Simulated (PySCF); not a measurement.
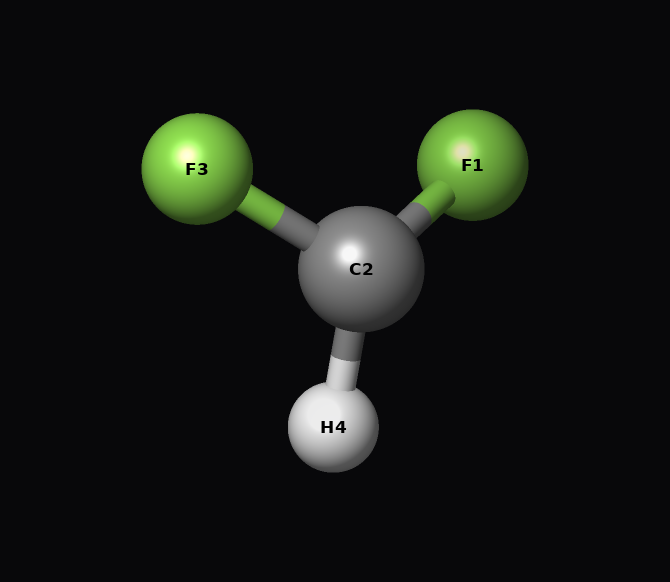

The species is neutral and a spin doublet. The computed structure is the end point of a PBE0-D3(BJ)/def2-SVP optimisation. No frequency run is at hand to confirm it as a minimum.

Which atoms are bonded, and how long are the bonds?

```tsv
bond	length (Å)	order
F1–C2	1.317	single
C2–F3	1.317	single
C2–H4	1.101	single
```
